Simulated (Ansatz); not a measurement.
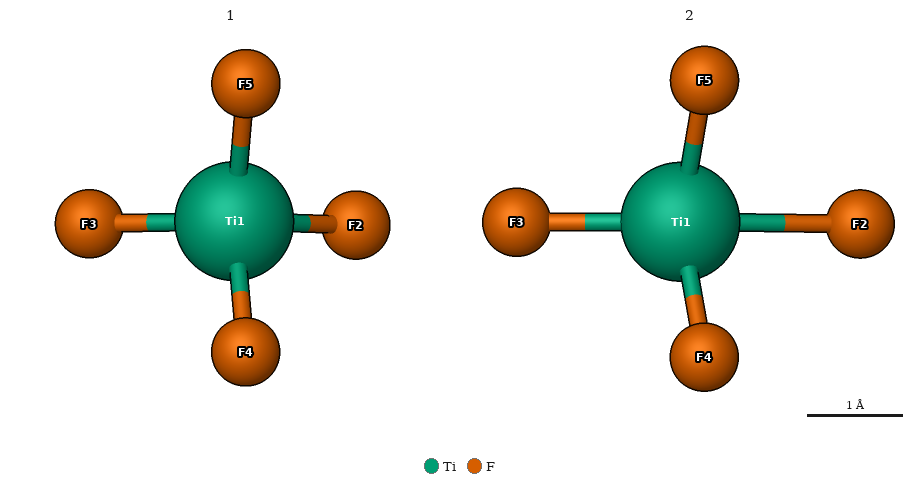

Two geometries of TiF$_{4}$, drawn at one scale. One is the start of a relaxation, the other its converged end. The picture is a ball-and-stick view, seen face on.

The calculation used RKS PBE0-D4/def2-TZVP in Ansatz. (force threshold 0.005 eV/Å; at most 200 steps)

**Which geometry has the lower energy?**

Structure 1 is the relaxed one. It is one of the separated reactants of a reaction. The largest move after the best rigid fit is that of F2, 0.58 Å. By element the largest moves are F 0.58 Å, Ti 0.23 Å. Near-neighbour distances that change, for instance: Ti1–F2 2.015 → 1.740 Å, Ti1–F3 1.745 → 1.740 Å, Ti1–F4 1.735 → 1.740 Å. Among the angles between lasting bonds that change: F2–Ti1–F3 153.6° → 109.5°, F2–Ti1–F4 91.7° → 109.5°, F3–Ti1–F4 102.2° → 109.5°. The energy falls by 1.507 eV in 5 geometry steps. The largest force component goes from 4.3 to 0.00014 eV/Å.
